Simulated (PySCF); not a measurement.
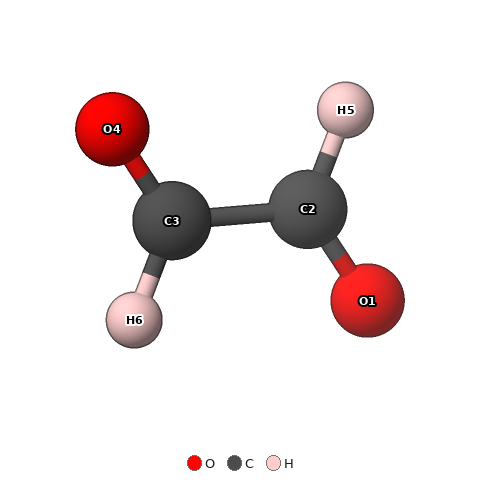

The molecule: C₂H₂O₂ (glyoxal), SMILES O=CC=O.

GIAO shifts, PBE0/pcSseg-2, PySCF, at a PBE0-D3(BJ)/def2-SVP geometry (no frequency check), against TMS for ¹³C computed at the same level. Gas phase, fully decoupled, line heights follow the number of nuclei, widths are arbitrary (no quadrupolar broadening); values of one conformer, averaged over methyl-type rotors and exact or near symmetry; other conformers aren't averaged in.

> Which ¹³C signals does it give?

1 signal.


```csv
δ (ppm),nuclei,atoms
200.1,2,"C2, C3"
```

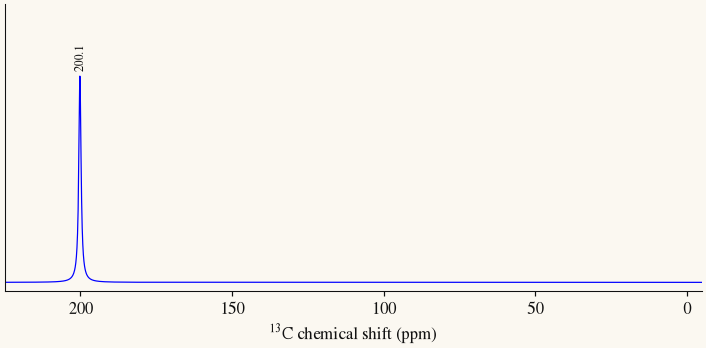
